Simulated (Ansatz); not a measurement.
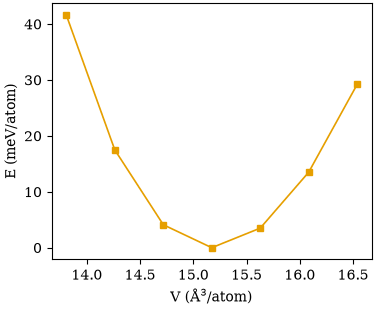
AlP (CsCl type, Pm-3m) under volume change, plane-wave PAW PBE (Ansatz code), scaled uniformly.

### Question
What does a third-order Birch–Murnaghan fit give for V₀, B₀ and B′?

### Answer
V₀ = 15.18 Å³/atom, B₀ = 90.5 GPa, B′ = 4.4.

The cell is a constructed one: a structure type filled with these elements; neither database checked (COD, Materials Project) lists it. It is not the phase usual at ambient conditions (space group No. 216). The cell was relaxed with PBE under the symmetry of its start; its stability against distortions is not shown here.

Potentials: the later of the program's two PAW sets.
